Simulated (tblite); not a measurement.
**Geometry relaxation, with input and output: C₂H₈O₃Si₂ (part 1 of 4)**

The run: geometry relaxation of C₂H₈O₃Si₂, SMILES O=C(CO[SiH3])[SiH2]O. Method and program: GFN2-xTB geometry optimisation, gas phase (tblite 0.8.0).

It belongs to a series of runs on one base structure; here: constitutional isomer.

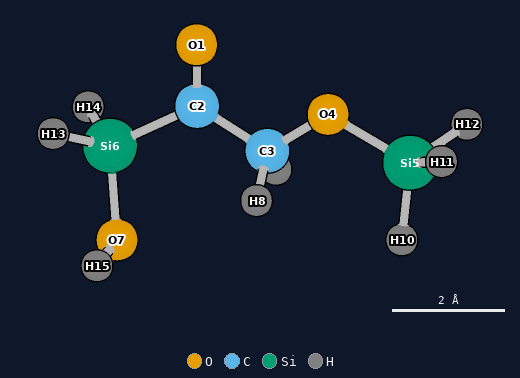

The starting structure (ball-and-stick view, seen at a tilt; atoms are numbered from 1 in the order of the input).

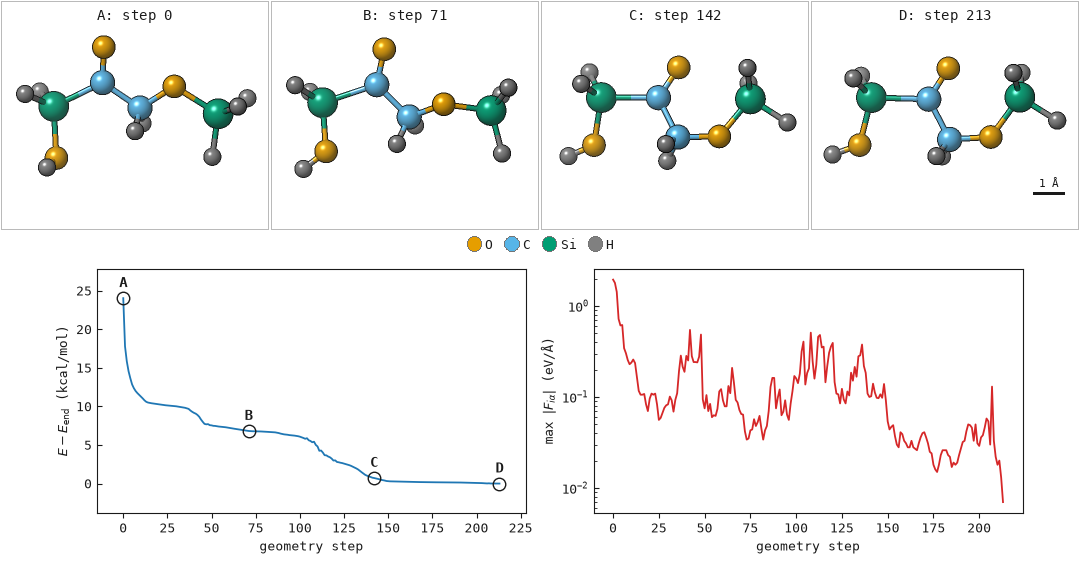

Frames of the relaxation (ball-and-stick view, seen on its broad side) above the curves, on which the letters mark them (steps are counted from 0).

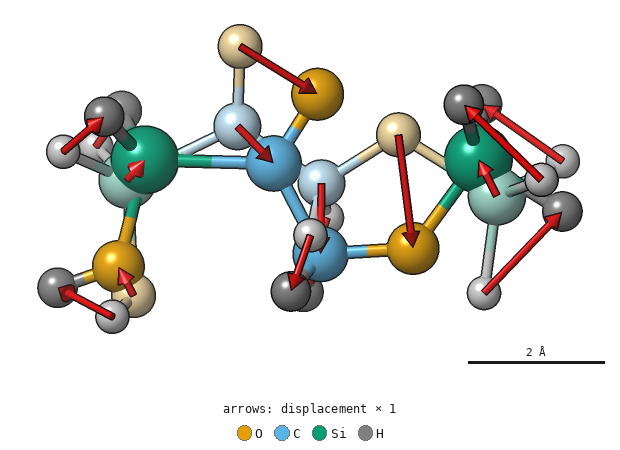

Start (faint) and end (solid) with the displacements as red arrows, at true length (ball-and-stick view, seen on its broad side). The two geometries are laid on each other by the best rigid fit. Over 213 geometry steps the energy falls by 24.0 kcal/mol. The largest force component goes from 1.9 to 0.007 eV/Å. The atom that moves furthest after the best rigid fit is O4 (1.70 Å). Largest moves by element: O 1.70 Å, H 1.69 Å, C 1.05 Å, Si 0.61 Å. Among the contacts that change: Si6–O7 1.712 → 1.623 Å, O4–Si5 1.712 → 1.635 Å, O7–H15 1.002 → 0.954 Å, C2–Si6 1.864 → 1.910 Å. Among the angles that change: O4–Si5–H10 114.4° → 94.6°, C3–O4–Si5 114.2° → 129.8°, Si6–O7–H15 108.8° → 123.3°. (Atoms are counted from 1 in the order of the input.)

The input and output of the run follow.

Input:
```
{"job": {"kind": "relax", "xc": "GFN2-xTB", "basis": "xTB"}, "charge": 0, "multiplicity": 1}
O      0.914700     2.124100    -0.198100
C      0.914600     0.905400    -0.082900
C     -0.357000     0.113800    -0.148000
O     -1.469500     0.930400    -0.374300
Si    -2.955100     0.083900    -0.455700
Si     2.508000    -0.016000     0.209500
O      2.350600    -1.681500    -0.155700
H     -0.241500    -0.494900    -1.087000
H     -0.439200    -0.562000     0.714300
H     -2.819200    -1.347500    -0.595300
H     -3.627500     0.589700    -1.696900
H     -3.884100     0.439400     0.640400
H      3.452500     0.544800    -0.749800
H      3.016500     0.209200     1.557500
H      2.631600    -1.831000    -1.105500
```

The first line tells a small driver script what to run in tblite; the rest is the geometry in Å.

Launched with:
```bash
OMP_NUM_THREADS=1 python <driver script> task.json out
```

Output:
```
step      E/eV     max force
  0    -654.80791    2.475
  1    -655.07902    1.800
  2    -655.16266    1.453
  3    -655.21870    0.721
  4    -655.25818    0.612
  5    -655.29289    0.623
  6    -655.31405    0.354
  7    -655.33002    0.332
  8    -655.34165    0.304
  9    -655.35147    0.303
 10    -655.36103    0.264
 11    -655.37135    0.309
 12    -655.38225    0.271
 13    -655.39064    0.213
 14    -655.39482    0.159
 15    -655.39696    0.136
 16    -655.39878    0.124
 17    -655.40037    0.127
 18    -655.40178    0.102
 19    -655.40310    0.106
 20    -655.40453    0.124
 21    -655.40609    0.141
 22    -655.40767    0.157
 23    -655.40904    0.137
 24    -655.41016    0.097
 25    -655.41108    0.063
 26    -655.41185    0.064
 27    -655.41255    0.070
 28    -655.41336    0.082
 29    -655.41443    0.103
 30    -655.41591    0.120
 31    -655.41772    0.118
 32    -655.41959    0.097
 33    -655.42112    0.103
 34    -655.42254    0.132
 35    -655.42434    0.129
 36    -655.42750    0.223
 37    -655.43048    0.336
 38    -655.43950    0.233
 39    -655.44669    0.194
 40    -655.45263    0.363
 41    -655.45709    0.301
 42    -655.46440    0.711
 43    -655.47462    0.386
 44    -655.49010    0.330
 45    -655.50324    0.257
 46    -655.51484    0.258
 47    -655.51728    0.379
 48    -655.51612    0.608
 49    -655.52199    0.094
 50    -655.52311    0.078
 51    -655.52575    0.107
 52    -655.52621    0.071
 53    -655.52809    0.097
 54    -655.52963    0.090
 55    -655.53096    0.071
 56    -655.53167    0.075
 57    -655.53256    0.104
 58    -655.53378    0.145
 59    -655.53558    0.159
 60    -655.53754    0.126
 61    -655.53928    0.110
 62    -655.54082    0.102
 63    -655.54228    0.192
 64    -655.54388    0.159
 65    -655.54554    0.280
 66    -655.54722    0.197
 67    -655.54890    0.105
 68    -655.54968    0.095
 69    -655.55129    0.075
 70    -655.55326    0.086
 71    -655.55475    0.080
 72    -655.55570    0.053
 73    -655.55606    0.037
 74    -655.55625    0.038
 75    -655.55642    0.045
 76    -655.55666    0.050
 77    -655.55702    0.061
 78    -655.55744    0.052
 79    -655.55789    0.070
 80    -655.55845    0.077
 81    -655.55914    0.055
 82    -655.55983    0.047
 83    -655.56046    0.058
 84    -655.56104    0.064
 85    -655.56162    0.101
 86    -655.56245    0.174
 87    -655.56403    0.212
 88    -655.56620    0.201
 89    -655.56927    0.105
 90    -655.57161    0.110
 91    -655.57366    0.127
 92    -655.57462    0.097
 93    -655.57589    0.091
 94    -655.57777    0.093
 95    -655.57869    0.065
 96    -655.57990    0.065
 97    -655.58085    0.085
 98    -655.58221    0.121
 99    -655.58411    0.173
100    -655.58665    0.197
101    -655.59012    0.172
102    -655.59405    0.231
103    -655.59853    0.403
104    -655.59544    0.446
105    -655.60681    0.137
106    -655.61099    0.226
107    -655.61813    0.241
108    -655.61506    0.608
109    -655.63299    0.267
110    -655.64174    0.187
111    -655.66609    0.249
112    -655.66448    0.540
113    -655.67596    0.570
114    -655.69089    0.447
115    -655.69177    0.434
116    -655.69831    0.154
117    -655.70244    0.244
118    -655.71016    0.410
119    -655.72109    0.430
120    -655.71975    0.499
121    -655.72902    0.147
122    -655.73063    0.137
123    -655.73330    0.118
124    -655.73524    0.126
125    -655.73809    0.157
126    -655.74155    0.110
127    -655.74414    0.126
128    -655.74702    0.133
129    -655.75091    0.160
130    -655.75576    0.227
131    -655.76045    0.204
132    -655.76553    0.282
133    -655.77139    0.217
134    -655.77940    0.290
135    -655.78687    0.297
136    -655.79401    0.381
137    -655.80154    0.246
138    -655.80605    0.235
139    -655.81046    0.125
140    -655.81317    0.107
141    -655.81722    0.104
142    -655.81910    0.141
143    -655.82178    0.112
144    -655.82383    0.103
145    -655.82623    0.113
146    -655.82943    0.113
147    -655.83115    0.114
148    -655.83327    0.143
149    -655.83598    0.103
150    -655.83707    0.071
151    -655.83781    0.055
152    -655.83809    0.052
153    -655.83841    0.052
154    -655.83881    0.040
155    -655.83904    0.036
156    -655.83928    0.040
157    -655.83953    0.047
158    -655.83984    0.041
159    -655.84016    0.037
160    -655.84036    0.035
161    -655.84056    0.031
162    -655.84078    0.040
163    -655.84101    0.042
164    -655.84121    0.034
165    -655.84139    0.029
166    -655.84156    0.029
167    -655.84177    0.038
168    -655.84198    0.043
169    -655.84217    0.046
170    -655.84235    0.045
171    -655.84252    0.042
172    -655.84270    0.035
173    -655.84285    0.028
174    -655.84296    0.027
175    -655.84306    0.019
176    -655.84313    0.018
177    -655.84319    0.017
178    -655.84324    0.020
179    -655.84333    0.026
180    -655.84346    0.033
181    -655.84361    0.036
182    -655.84374    0.030
183    -655.84381    0.025
184    -655.84388    0.022
185    -655.84396    0.024
186    -655.84407    0.025
187    -655.84415    0.019
188    -655.84421    0.021
189    -655.84427    0.025
190    -655.84436    0.030
191    -655.84451    0.035
192    -655.84473    0.036
193    -655.84501    0.045
194    -655.84532    0.053
195    -655.84564    0.051
196    -655.84594    0.051
197    -655.84619    0.037
198    -655.84638    0.058
199    -655.84656    0.045
200    -655.84677    0.034
201    -655.84698    0.038
202    -655.84727    0.040
203    -655.84772    0.056
204    -655.84839    0.080
205    -655.84913    0.077
206    -655.84963    0.038
207    -655.84893    0.140
208    -655.84996    0.042
209    -655.85004    0.025
210    -655.85016    0.018
211    -655.85025    0.020
212    -655.85028    0.013
213    -655.85031    0.008
```

Trajectory as extended XYZ (Å, eV, eV/Å), 53 of the 214 frames kept, from step=0 to step=213:
```
15
Properties=species:S:1:pos:R:3:forces:R:3 step=0 energy=-654.80791
O     0.9147    2.1241   -0.1981    0.1240  -1.0120   0.0740
C     0.9146    0.9054   -0.0829   -0.8380   1.6690   0.1970
C    -0.3570    0.1138   -0.1480    0.0560  -0.0040  -1.3110
O    -1.4695    0.9304   -0.3743   -1.7760  -1.6450   0.5160
Si   -2.9551    0.0839   -0.4557   -0.0520   1.9480  -0.5950
Si    2.5080   -0.0160    0.2095    0.9810  -1.7870  -0.2860
O     2.3506   -1.6815   -0.1557    0.6490   1.6600  -1.3780
H    -0.2415   -0.4949   -1.0870    0.1890  -0.1010   0.7270
H    -0.4392   -0.5620    0.7143   -0.0090   0.1690  -0.1430
H    -2.8192   -1.3475   -0.5953    0.2550  -0.3160   0.1140
H    -3.6275    0.5897   -1.6969    0.4680  -0.1650   0.4230
H    -3.8841    0.4394    0.6404    0.5440  -0.1330  -0.0240
H     3.4525    0.5448   -0.7498    0.1090   0.0330  -0.0760
H     3.0165    0.2092    1.5575   -0.1630  -0.2210   0.0180
H     2.6316   -1.8310   -1.1055   -0.5360  -0.0950   1.7470
15
Properties=species:S:1:pos:R:3:forces:R:3 step=4 energy=-655.25818
O     0.9190    2.1262   -0.1948   -0.0040   0.6110   0.0310
C     0.9001    0.9327   -0.0686   -0.1130  -0.4290   0.0230
C    -0.3677    0.1147   -0.1801    0.1850  -0.0580  -0.1990
O    -1.5334    0.8530   -0.3449   -0.2600  -0.1630   0.1190
Si   -2.9864    0.1298   -0.4798   -0.1620  -0.1590  -0.0620
Si    2.5403   -0.0389    0.1992   -0.0650   0.1740  -0.1340
O     2.3643   -1.6196   -0.1773    0.0490   0.2040  -0.0790
H    -0.2265   -0.5185   -1.0686    0.1180  -0.1570   0.0860
H    -0.4348   -0.5439    0.6919    0.0830  -0.0470   0.0450
H    -2.8082   -1.3333   -0.5851    0.0020   0.1390   0.0690
H    -3.6083    0.5929   -1.6966   -0.0050   0.1860  -0.3230
H    -3.8510    0.4351    0.6461    0.0960   0.0520   0.2490
H     3.4629    0.5486   -0.7556    0.1880   0.1190  -0.1210
H     3.0054    0.1862    1.5563   -0.0480  -0.2310   0.0990
H     2.6197   -1.8570   -1.0697   -0.0640  -0.2400   0.1980
15
Properties=species:S:1:pos:R:3:forces:R:3 step=8 energy=-655.34165
O     0.9101    2.1579   -0.1749   -0.2210  -0.1900   0.0880
C     0.8867    0.9513   -0.0770    0.0480   0.2550  -0.1350
C    -0.3646    0.1059   -0.1980   -0.0480  -0.0280   0.1540
O    -1.5691    0.7978   -0.3179    0.1790   0.0390  -0.1260
Si   -3.0391    0.1242   -0.5005    0.0910   0.0710   0.0280
Si    2.5475    0.0063    0.1754    0.0780   0.0480  -0.0700
O     2.3685   -1.5731   -0.1819   -0.0760   0.0120   0.1370
H    -0.2006   -0.5592   -1.0592   -0.0290   0.0500  -0.0150
H    -0.4094   -0.5430    0.6864    0.1560  -0.0350   0.0510
H    -2.8086   -1.3197   -0.5715   -0.1660  -0.1490  -0.0500
H    -3.6008    0.6275   -1.7519    0.0350   0.0080   0.0760
H    -3.8209    0.4442    0.6917    0.0100   0.0300  -0.0510
H     3.4993    0.5747   -0.7762    0.0150   0.1030   0.0460
H     2.9875    0.1300    1.5648   -0.0910  -0.1090  -0.1300
H     2.6092   -1.9168   -1.0369    0.0190  -0.1060  -0.0030
15
Properties=species:S:1:pos:R:3:forces:R:3 step=12 energy=-655.38225
O     0.8439    2.1762   -0.1473   -0.0440   0.1520  -0.0330
C     0.8851    0.9725   -0.1057   -0.0400  -0.1770   0.1840
C    -0.3519    0.0926   -0.1857    0.1530   0.0030  -0.1640
O    -1.5479    0.7853   -0.3377   -0.0580  -0.1190   0.0850
Si   -3.0302    0.1288   -0.5020    0.0560  -0.1480   0.0270
Si    2.5582    0.0337    0.1376   -0.0840  -0.0350  -0.0420
O     2.3570   -1.5526   -0.1702    0.0040  -0.0270  -0.0990
H    -0.1951   -0.5646   -1.0525    0.0430  -0.0950   0.0150
H    -0.3560   -0.5547    0.7058   -0.0240   0.1250  -0.0590
H    -2.8601   -1.3444   -0.5795   -0.1320   0.2360  -0.0240
H    -3.5868    0.6482   -1.7562    0.0820  -0.0270   0.1810
H    -3.8052    0.4591    0.7003    0.0800   0.0040  -0.1500
H     3.5276    0.6207   -0.7782    0.0350   0.0540  -0.0040
H     2.9551    0.0741    1.5392   -0.0380   0.0310  -0.0290
H     2.6020   -1.9670   -0.9954   -0.0330   0.0240   0.1120
15
Properties=species:S:1:pos:R:3:forces:R:3 step=16 energy=-655.39878
O     0.8128    2.1867   -0.1357    0.0310  -0.0770   0.0300
C     0.8798    0.9811   -0.1009    0.0260   0.0800  -0.0620
C    -0.3364    0.0850   -0.1968   -0.0190  -0.0370   0.0220
O    -1.5414    0.7606   -0.3326    0.0520   0.0020   0.0050
Si   -3.0224    0.1206   -0.5000   -0.0080   0.0390   0.0170
Si    2.5561    0.0451    0.1180    0.0120   0.0310   0.0310
O     2.3487   -1.5415   -0.1715   -0.0520   0.0200   0.0060
H    -0.1816   -0.5857   -1.0515    0.0710  -0.0550  -0.0200
H    -0.3349   -0.5431    0.7051    0.0070  -0.0130   0.0060
H    -2.9000   -1.3358   -0.5870   -0.0550  -0.1060  -0.0330
H    -3.5703    0.6569   -1.7388    0.0050   0.0400  -0.0090
H    -3.7887    0.4680    0.6898   -0.0240   0.0410   0.0330
H     3.5419    0.6466   -0.7781   -0.0560  -0.0150   0.0320
H     2.9352    0.0549    1.5243   -0.0050   0.0760   0.0030
H     2.5967   -1.9916   -0.9719    0.0160  -0.0230  -0.0620
15
Properties=species:S:1:pos:R:3:forces:R:3 step=20 energy=-655.40453
O     0.8078    2.1873   -0.1260   -0.0080   0.0330  -0.0080
C     0.8823    0.9836   -0.1090    0.0020  -0.0960   0.0200
C    -0.3264    0.0738   -0.2022    0.0300   0.0140   0.0050
O    -1.5307    0.7483   -0.3307   -0.0570  -0.0850  -0.0700
Si   -3.0179    0.1188   -0.4945   -0.0420  -0.0430  -0.0170
Si    2.5529    0.0499    0.1166    0.0100  -0.0480   0.0010
O     2.3339   -1.5349   -0.1801   -0.0220   0.0000  -0.0420
H    -0.1589   -0.6064   -1.0522   -0.0230   0.0440   0.0640
H    -0.3245   -0.5425    0.7074    0.0530  -0.0450  -0.0010
H    -2.9333   -1.3490   -0.5986   -0.0260   0.0830   0.0070
H    -3.5612    0.6706   -1.7302    0.0140   0.0270   0.0020
H    -3.7876    0.4825    0.6916    0.0290   0.0070   0.0040
H     3.5358    0.6547   -0.7723    0.0230   0.0070  -0.0280
H     2.9269    0.0712    1.5223    0.0080   0.0500   0.0370
H     2.5966   -1.9998   -0.9698    0.0070   0.0510   0.0270
15
Properties=species:S:1:pos:R:3:forces:R:3 step=25 energy=-655.41108
O     0.8014    2.1833   -0.1159   -0.0180  -0.0470  -0.0200
C     0.8830    0.9786   -0.1093    0.0080   0.0480   0.0400
C    -0.3138    0.0574   -0.2022   -0.0240  -0.0390   0.0290
O    -1.5289    0.7036   -0.3486    0.0360   0.0350  -0.0030
Si   -3.0296    0.1130   -0.4948   -0.0020   0.0380  -0.0150
Si    2.5557    0.0524    0.1161    0.0130   0.0550   0.0060
O     2.3039   -1.5236   -0.1971   -0.0140   0.0160   0.0260
H    -0.1337   -0.6272   -1.0408    0.0070  -0.0290  -0.0460
H    -0.2928   -0.5551    0.7106   -0.0270  -0.0160   0.0230
H    -2.9869   -1.3490   -0.6105   -0.0360  -0.0270   0.0090
H    -3.5471    0.7009   -1.7236   -0.0290   0.0220  -0.0110
H    -3.7749    0.5030    0.6990    0.0120  -0.0160   0.0030
H     3.5370    0.6650   -0.7739   -0.0020  -0.0470   0.0130
H     2.9184    0.1054    1.5282    0.0220  -0.0110  -0.0450
H     2.6040   -1.9996   -0.9649    0.0560   0.0180  -0.0070
```
